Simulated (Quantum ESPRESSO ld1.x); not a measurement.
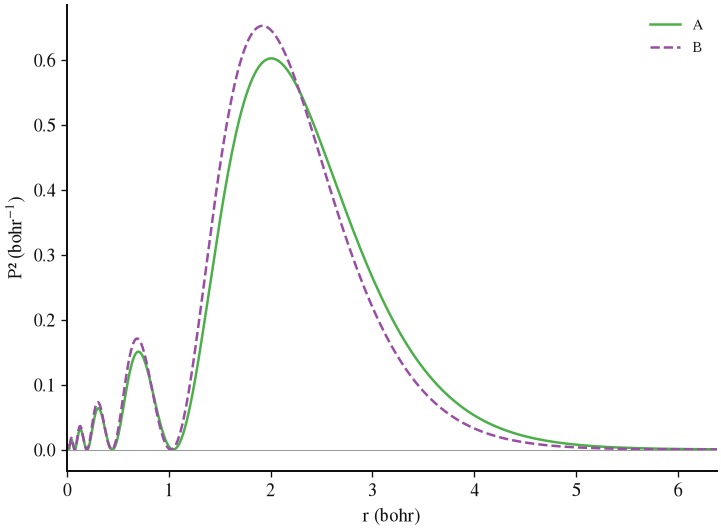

Two nuclei with the same 79 electrons, [Xe] 4f14 5d10 6s1, were computed: Z = 80.9 with 79 electrons; Z = 81.6 with 79 electrons. Method: scalar-relativistic Kohn-Sham, LDA (Slater exchange, VWN5 correlation), spin-unpolarised, spherical densities, point nucleus; computed with Quantum ESPRESSO ld1.x 7.5.

The plot shows P² of the 6s orbital in both runs (large components where relativistic).

**Assign A and B.**

A is Z = 80.9 with 79 electrons (⟨r⟩ = 2.28 bohr, eigenvalue −24.7 eV); B is Z = 81.6 with 79 electrons (⟨r⟩ = 2.15 bohr, eigenvalue −33.0 eV). The larger nuclear charge pulls the orbital in.
